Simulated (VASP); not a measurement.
# N on Ru(0001): binding against coverage, part 5 of 12

How do binding and work function change as N crowds Ru(0001)?

VASP 6.6.1, plane waves and PAW; the level of theory is named at each step.

So far. Step 5 (The vacuum level, cell 1 x 1, k-mesh 9×9×1): The vacuum level lies 5.08 eV above the Fermi level at the upper face; both faces agree, as the slab has next to no dipole. Step 6 (Relaxing the adsorbate, coverage 1/1, k-mesh 9×9×1): The run ended after 11 ionic steps, 0.157 eV below its first step, once the forces on the free atoms met EDIFFG = -0.03.

**7. The vacuum level with the adsorbate, coverage 1/1, k-mesh 9×9×1**

Level of this step: PBE, no spin polarisation; plane waves and PAW (Ru, N) (VASP).

A static run like the clean slab's shows how the vacuum level shifts, by charge transfer, by any dipole of the adsorbate and by the slab's own rearrangement.

INCAR

```
SYSTEM = Ru4N
PREC = Normal
ENCUT = 440
EDIFF = 1E-06
NELM = 120
ISMEAR = 1
SIGMA = 0.15
LREAL = .FALSE.
ALGO = Fast
GGA = PE
NBANDS = 24
LASPH = .TRUE.
LORBIT = 11
LWAVE = .FALSE.
LCHARG = .FALSE.
KPAR = 8
IDIPOL = 3
LDIPOL = .TRUE.
DIPOL = 0.5 0.5 0.543
LVHAR = .TRUE.
LVACPOTAV = .TRUE.
```

POSCAR

```
Ru4N
1.0
    2.7166669255      0.0000000000      0.0000000000
    1.3583334628      2.3527025711      0.0000000000
    0.0000000000      0.0000000000     21.4119355986
Ru N
4 1
Selective dynamics
Direct
    0.6666666700      0.6666666700      0.3502719300  F F F
    0.0000000000      0.0000000000      0.4500906400  F F F
    0.6666666700      0.6666666700      0.5498594297  T T T
    0.0000000000      0.0000000000      0.6552191284  T T T
    0.6666666700      0.6666666700      0.7113833478  T T T
```

KPOINTS

```
Automatic mesh
0
Gamma
9 9 1
0 0 0
```

Potentials, in the order of the species: Ru and N (PBE family, release 64).

Launch:

```bash
> mpirun -np 8 vasp_std
```

What it wrote:

```text
[... set-up lines as in an earlier step ...]
 entering main loop
       N       E                     dE             d eps       ncg     rms          rms(c)
DAV:   1     0.223374414822E+03    0.22337E+03   -0.15005E+04   576   0.115E+03
DAV:   2    -0.284357075692E+02   -0.25181E+03   -0.23927E+03   712   0.272E+02
DAV:   3    -0.475148169434E+02   -0.19079E+02   -0.18407E+02   880   0.713E+01
DAV:   4    -0.481627073541E+02   -0.64789E+00   -0.64185E+00   680   0.141E+01
DAV:   5    -0.481847049787E+02   -0.21998E-01   -0.21980E-01   776   0.240E+00    0.320E+01
RMM:   6    -0.546407410625E+02   -0.64560E+01   -0.36592E+01   713   0.282E+01    0.232E+01
RMM:   7    -0.125883907424E+03   -0.71243E+02   -0.82779E+01   929   0.444E+01    0.499E+01
RMM:   8    -0.780886911717E+02    0.47795E+02   -0.23650E+01   829   0.242E+01    0.393E+01
RMM:   9    -0.626897111803E+02    0.15399E+02   -0.16263E+01   723   0.192E+01    0.322E+01
RMM:  10    -0.487687148489E+02    0.13921E+02   -0.19508E+01   729   0.198E+01    0.175E+01
RMM:  11    -0.448665028240E+02    0.39022E+01   -0.82586E+00   634   0.146E+01    0.952E+00
RMM:  12    -0.448273948945E+02    0.39108E-01   -0.39857E+00   715   0.837E+00    0.898E+00
RMM:  13    -0.431531812565E+02    0.16742E+01   -0.98516E-01   716   0.439E+00    0.578E+00
RMM:  14    -0.431392164355E+02    0.13965E-01   -0.26559E-01   827   0.177E+00    0.545E+00
RMM:  15    -0.431497732263E+02   -0.10557E-01   -0.35139E-02   836   0.685E-01    0.555E+00
RMM:  16    -0.429484712248E+02    0.20130E+00   -0.11908E+00  1069   0.422E+00    0.198E+00
RMM:  17    -0.429177832898E+02    0.30688E-01   -0.28156E-02   727   0.704E-01    0.155E+00
RMM:  18    -0.429076394822E+02    0.10144E-01   -0.23217E-02   706   0.708E-01    0.129E+00
RMM:  19    -0.428847758156E+02    0.22864E-01   -0.65495E-02   842   0.906E-01    0.337E-01
RMM:  20    -0.428850072036E+02   -0.23139E-03   -0.31785E-03   761   0.281E-01    0.214E-01
RMM:  21    -0.428852698437E+02   -0.26264E-03   -0.10838E-03   694   0.163E-01    0.214E-01
RMM:  22    -0.428848010599E+02    0.46878E-03   -0.51841E-04   658   0.126E-01    0.665E-02
RMM:  23    -0.428849011686E+02   -0.10011E-03   -0.46259E-04   697   0.900E-02    0.883E-02
RMM:  24    -0.428848134177E+02    0.87751E-04   -0.17551E-04   658   0.666E-02    0.247E-02
RMM:  25    -0.428848265102E+02   -0.13093E-04   -0.54807E-05   759   0.314E-02    0.191E-02
RMM:  26    -0.428848770629E+02   -0.50553E-04   -0.35580E-05   685   0.311E-02    0.410E-02
RMM:  27    -0.428849022722E+02   -0.25209E-04   -0.16599E-05   693   0.187E-02    0.432E-02
RMM:  28    -0.428848975218E+02    0.47503E-05   -0.49365E-05   786   0.282E-02    0.209E-02
RMM:  29    -0.428849004129E+02   -0.28911E-05   -0.55270E-06   533   0.126E-02    0.857E-03
RMM:  30    -0.428849122106E+02   -0.11798E-04   -0.52819E-06   474   0.949E-03    0.405E-03
RMM:  31    -0.428849163086E+02   -0.40980E-05   -0.15225E-06   348   0.659E-03    0.354E-03
RMM:  32    -0.428849243479E+02   -0.80393E-05   -0.14782E-06   341   0.677E-03    0.395E-03
RMM:  33    -0.428849263938E+02   -0.20459E-05   -0.32388E-07   323   0.303E-03    0.292E-03
RMM:  34    -0.428849278044E+02   -0.14106E-05   -0.12377E-07   222   0.189E-03    0.186E-03
RMM:  35    -0.428849290930E+02   -0.12886E-05   -0.17386E-07   272   0.208E-03    0.896E-04
RMM:  36    -0.428849292838E+02   -0.19082E-06   -0.21035E-08    89   0.111E-03
 [... a notice as in an earlier step ...]

   1 F= -.42884929E+02 E0= -.42881472E+02  d E =-.103714E-01
```

Elapsed: 24 s, on 8 MPI ranks of AMD EPYC 7R43, shared host; peak memory 1.2 GiB; 3 min of CPU time.

From OUTCAR (step 7):

```text
   NELECT =      37.0000    total number of electrons

 dipolmoment           0.000000      0.000000      0.072343 electrons x Angstroem

 E-fermi :   1.9531

 k-point     1 :       0.0000    0.0000    0.0000
  band No.  band energies     occupation
    ...
     17       0.2463      2.00000
     18       0.4161      2.00000
     19       1.3380      2.00000
     20       1.3380      2.00000
     21       1.9202      1.36142
     22       2.3987     -0.00022
     23       2.3987     -0.00022
     24       2.6715     -0.00000

  Total       -0.8643799     -0.8643799     -2.2369790     -0.0000000      0.0000000      0.0000000
  in kB      -10.1194258    -10.1194258    -26.1886522     -0.0000000      0.0000000      0.0000000
  external PRESSURE =     -15.4758346 kB  Pullay stress =       0.0000000 kB

 POSITION                                       TOTAL-FORCE (eV/Angst)
 -----------------------------------------------------------------------------------
      2.71667      1.56847      7.50000         0.000000     -0.000000      0.983452
      0.00000      0.00000      9.63731         0.000000     -0.000000     -0.972531
      2.71667      1.56847     11.77355        -0.000000      0.000000     -0.026202
      0.00000      0.00000     14.02951        -0.000000     -0.000000      0.001864
      2.71667      1.56847     15.23209         0.000000      0.000000      0.013418
 -----------------------------------------------------------------------------------
    total drift:                                0.000131      0.000076     -0.001415

  FREE ENERGIE OF THE ION-ELECTRON SYSTEM (eV)
  ---------------------------------------------------
  free  energy   TOTEN  =       -42.8849292838 eV

  energy  without entropy=      -42.8745579095  energy(sigma->0) =      -42.88147216

 vacuum level on the upper side and lower side of the slab         9.081         7.029

[... 7 parts as in an earlier step ...]

[... 10 further parts left out ...]
```

Numbers from this step:

* electronic cycles: 36
* Fermi energy: 1.953 eV
* dipole moment: 0, 0, 0.07234 e·Å
* vacuum levels: 9.081, 7.029 eV
* work functions of the upper and lower face: 7.128, 5.076 eV

The planar average of the electrostatic potential oscillates, so the rows of the table below give means over windows of 1 Å about each position, cut where the curve ends. Its maxima inside the range that stand out by 2 % of the span (Å: eV): 8.6: -1.81, 10.7: -1.93, 12.9: -0.826. Its minima: 7.6: -21.3, 9.7: -21.9, 11.8: -21.8, 14.1: -22.8.

Zero at the Fermi level. The planar average of the electrostatic potential by height; means over each step:

```
height (Å)  planar average of the electrostatic potential (eV)
         0                                                7.13
         1                                                5.82
         2                                                5.08
         3                                                5.08
         4                                                5.07
         5                                                4.93
         6                                                3.25
         7                                               -12.5
         8                                               -12.9
         9                                               -10.6
        10                                               -15.9
        11                                               -8.30
        12                                               -17.7
        13                                               -4.93
        14                                               -20.0
        15                                               -10.2
        16                                                3.54
        17                                                7.03
        18                                                7.13
        19                                                7.13
        20                                                7.13
        21                                                7.13
```

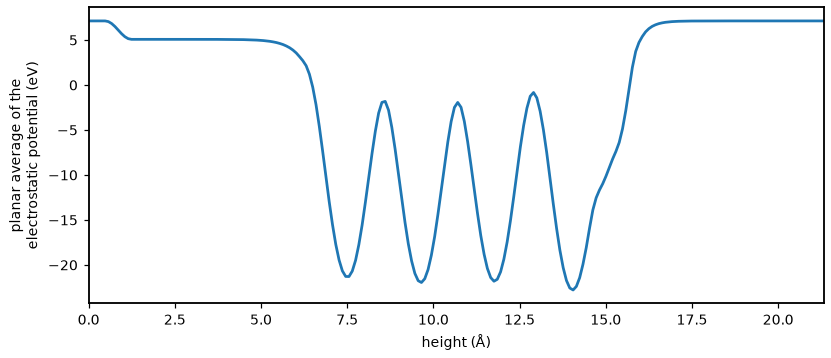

Planar average of the electrostatic potential, plotted against height.

Force by atom:

```
atom  x (eV/Å)  y (eV/Å)  z (eV/Å)   size
 Ru1     0.000     0.000     0.983  0.983
 Ru2     0.000     0.000    -0.973  0.973
 Ru3     0.000     0.000    -0.026  0.026
 Ru4     0.000     0.000     0.002  0.002
  N5     0.000     0.000     0.013  0.013
```

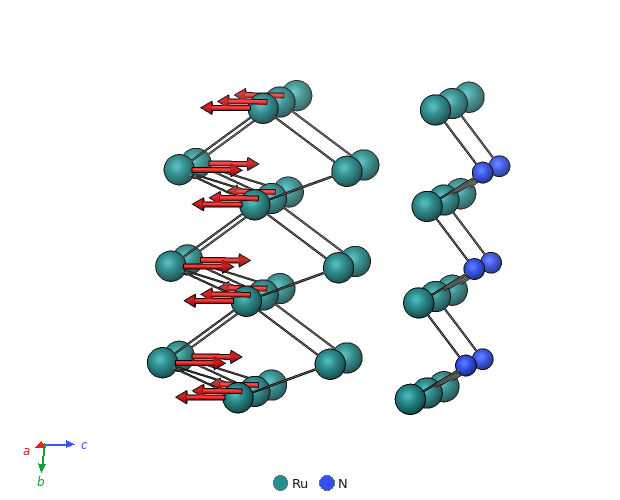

Force as arrows, the longest 0.983 eV/Å. Bonds to atoms that aren't drawn are left out. 2×3×1 cells are drawn. Some periodic images of atoms are drawn too.

At the end the adsorbate's closest contact with the slab is N-Ru at 1.98 Å, 1.57 Å to the side of the slab's atom, and its lowest atom lies 1.20 Å above the highest atom of the slab.

The vacuum level lies 7.13 eV above the Fermi level at the upper face; the two faces differ by 2.05 eV, the step that the slab's dipole of 0.072 e·Å makes.

VASP counts the dipole in electrons times Å, so a positive number points the physical dipole along −c.

The program found no field-free point at its default tolerance, but its printed level agrees with the flat part of the planar average.

**8. Relaxing the slab, cell 2 x 2, k-mesh 6×6×1**

This step: PBE; plane waves and PAW (Ru) (VASP 6.6.1).

System of this step: Ru(0001). The cell holds 16 atoms: 16 Ru. Cell: a = 5.433 Å, b = 5.433 Å, c = 21.412 Å, α = 90.0°, β = 90.0°, γ = 60.0°. It derives from Ru. 4 layers of hcp Ru, cut at this functional's lattice. Vacuum lies along c.

INCAR

```
SYSTEM = Ru
PREC = Normal
ENCUT = 440
EDIFF = 1E-05
NELM = 120
ISMEAR = 1
SIGMA = 0.15
LREAL = Auto
ALGO = Fast
GGA = PE
NBANDS = 80
LASPH = .TRUE.
LORBIT = 11
LWAVE = .FALSE.
LCHARG = .FALSE.
KPAR = 4
NCORE = 2
IBRION = 2
NSW = 30
ISIF = 2
EDIFFG = -0.03
POTIM = 0.4
MAXMIX = 40
IDIPOL = 3
LDIPOL = .TRUE.
DIPOL = 0.5 0.5 0.5
```

POSCAR

```
Ru
1.0
    5.4333338510      0.0000000000      0.0000000000
    2.7166669255      4.7054051422      0.0000000000
    0.0000000000      0.0000000000     21.4119355986
Ru
16
Selective dynamics
Direct
    0.8333333300      0.3333333300      0.3502719300  F F F
    0.3333333300      0.3333333300      0.3502719300  F F F
    0.8333333300      0.8333333300      0.3502719300  F F F
    0.3333333300      0.8333333300      0.3502719300  F F F
    0.0000000000      0.0000000000      0.4500906400  F F F
    0.5000000000      0.0000000000      0.4500906400  F F F
    0.0000000000      0.5000000000      0.4500906400  F F F
    0.5000000000      0.5000000000      0.4500906400  F F F
    0.8333333300      0.3333333300      0.5499093600  T T T
    0.3333333300      0.3333333300      0.5499093600  T T T
    0.8333333300      0.8333333300      0.5499093600  T T T
    0.3333333300      0.8333333300      0.5499093600  T T T
    0.0000000000      0.0000000000      0.6497280700  T T T
    0.5000000000      0.0000000000      0.6497280700  T T T
    0.0000000000      0.5000000000      0.6497280700  T T T
    0.5000000000      0.5000000000      0.6497280700  T T T
```

KPOINTS

```
Automatic mesh
0
Gamma
6 6 1
0 0 0
```

The projector-augmented-wave data sets are Ru (PBE family, release 64).

Launch:

```bash
> mpirun -np 8 vasp_std
```

What it wrote:

```text
[banner, memory and clock lines left out]
running    8 mpi-ranks, on    1 nodes
[...]
LDA part: xc-table for (Slater+PW92), standard interpolation
 POSCAR, INCAR and KPOINTS ok, starting setup
[...]
entering main loop
       N       E                     dE             d eps       ncg     rms          rms(c)
DAV:   1     0.742084130845E+03    0.74208E+03   -0.50987E+04  1120   0.120E+03
DAV:   2    -0.840761368504E+02   -0.82616E+03   -0.77186E+03  1208   0.274E+02
DAV:   3    -0.146620171958E+03   -0.62544E+02   -0.58737E+02  1736   0.639E+01
DAV:   4    -0.150216460793E+03   -0.35963E+01   -0.34550E+01  1496   0.142E+01
[...]
RMM:  24    -0.139475341112E+03   -0.88013E-04   -0.61503E-06   599   0.507E-03    0.324E-03
RMM:  25    -0.139475362715E+03   -0.21603E-04   -0.23741E-06   425   0.345E-03    0.188E-03
RMM:  26    -0.139475371342E+03   -0.86261E-05   -0.12941E-06   350   0.296E-03
   1 F= -.13947537E+03 E0= -.13947397E+03  d E =-.139475E+03
[... from here on, the cycles between the ionic steps are left out ...]
   2 F= -.13954414E+03 E0= -.13954301E+03  d E =-.687638E-01
   3 F= -.13955242E+03 E0= -.13955119E+03  d E =-.770493E-01
   4 F= -.13955247E+03 E0= -.13955126E+03  d E =-.771009E-01
   5 F= -.13955914E+03 E0= -.13955808E+03  d E =-.667098E-02
   6 F= -.13957041E+03 E0= -.13956994E+03  d E =-.179333E-01
   7 F= -.13957085E+03 E0= -.13957074E+03  d E =-.183740E-01
   8 F= -.13957104E+03 E0= -.13957087E+03  d E =-.185656E-01
   9 F= -.13957115E+03 E0= -.13957103E+03  d E =-.107675E-03
  10 F= -.13957140E+03 E0= -.13957127E+03  d E =-.364673E-03
[...]
reached required accuracy - stopping structural energy minimisation
```

The job ended after 4.2 min (8 MPI ranks; peak memory 2 GiB).

OUTCAR, selected parts (step 8):

```text
  Total      -13.9860871    -13.9860871     -5.1133184      0.0000000     -0.0000000      0.0000000
  in kB      -40.9343096    -40.9343096    -14.9655981      0.0000000     -0.0000000      0.0000000
  external PRESSURE =     -32.2780724 kB  Pullay stress =       0.0000000 kB

 POSITION                                       TOTAL-FORCE (eV/Angst)
 -----------------------------------------------------------------------------------
      5.43333      1.56847      7.50000        -0.000000     -0.000000      0.599130
      2.71667      1.56847      7.50000         0.000000      0.000000      0.599130
      6.79167      3.92117      7.50000        -0.000000      0.000000      0.599130
      4.07500      3.92117      7.50000         0.000000      0.000000      0.599130
      0.00000      0.00000      9.63731         0.000000     -0.000000     -0.606301
      2.71667      0.00000      9.63731         0.000000     -0.000000     -0.606301
      1.35833      2.35270      9.63731         0.000000     -0.000000     -0.606301
      4.07500      2.35270      9.63731         0.000000     -0.000000     -0.606301
      5.43333      1.56847     11.77018         0.000000     -0.000000     -0.006487
      2.71667      1.56847     11.77018         0.000000     -0.000000     -0.006487
      6.79167      3.92117     11.77018        -0.000000      0.000000     -0.006487
      4.07500      3.92117     11.77018        -0.000000      0.000000     -0.006487
      0.00000      0.00000     13.83871        -0.000000     -0.000000      0.013658
      2.71667      0.00000     13.83871        -0.000000     -0.000000      0.013658
      1.35833      2.35270     13.83871        -0.000000     -0.000000      0.013658
      4.07500      2.35270     13.83871        -0.000000     -0.000000      0.013658
 -----------------------------------------------------------------------------------
    total drift:                                0.000008      0.000005      0.236961

  FREE ENERGIE OF THE ION-ELECTRON SYSTEM (eV)
  ---------------------------------------------------
  free  energy   TOTEN  =      -139.5714024965 eV

  energy  without entropy=     -139.5710084189  energy(sigma->0) =     -139.57127114

[... 1 part as in an earlier step ...]

[... 3 further parts left out ...]
[key lines of the parts left out:]
E-fermi :   1.9963
```

The steps of the relaxation:

```
step  energy less that of the first step (eV)  largest force (eV/Å)
   1                                   0.0000                0.6472
   2                                  -0.0688                0.3112
   3                                  -0.0771                0.1875
   4                                  -0.0771                0.1660
   5                                  -0.0838                0.1503
   6                                  -0.0950                0.0986
   7                                  -0.0955                0.0461
   8                                  -0.0957                0.0519
   9                                  -0.0958                0.0479
  10                                  -0.0960                0.0137
```

The atoms that moved most (Å):

```
atom     dx     dy      dz  length
Ru13  0.000  0.000  -0.073   0.073
Ru14  0.000  0.000  -0.073   0.073
Ru15  0.000  0.000  -0.073   0.073
Ru16  0.000  0.000  -0.073   0.073
```

Final coordinates:

```xyz
16
Lattice="5.4333 0.0000 0.0000 2.7167 4.7054 0.0000 0.0000 0.0000 21.4119" Properties=species:S:1:pos:R:3
Ru    5.4333    1.5685    7.5000
Ru    2.7167    1.5685    7.5000
Ru    6.7917    3.9212    7.5000
Ru    4.0750    3.9212    7.5000
Ru    0.0000    0.0000    9.6373
Ru    2.7167    0.0000    9.6373
Ru    1.3583    2.3527    9.6373
Ru    4.0750    2.3527    9.6373
Ru    5.4333    1.5685   11.7702
Ru    2.7167    1.5685   11.7702
Ru    6.7917    3.9212   11.7702
Ru    4.0750    3.9212   11.7702
Ru    0.0000    0.0000   13.8387
Ru    2.7167    0.0000   13.8387
Ru    1.3583    2.3527   13.8387
Ru    4.0750    2.3527   13.8387
```

The run ended after 10 ionic steps, 0.096 eV below its first step, once the forces on the free atoms met EDIFFG = -0.03.

[end of part 5 of 12]

[Lines on the potential files, build, host, timing and source positions are cut from VASP's logs without a mark.]

[Logs are printed without paths, hosts, clocks, repeated set-up lines and the standing remarks that a program may print on its own settings, such as how far it seeks lower states.]

[Hosts, paths, dates, database ids (printed as entryN), source tags and the programs' standing remarks are cut or masked in the printed files.]

[Runs that stopped without an error message from VASP are left out.]
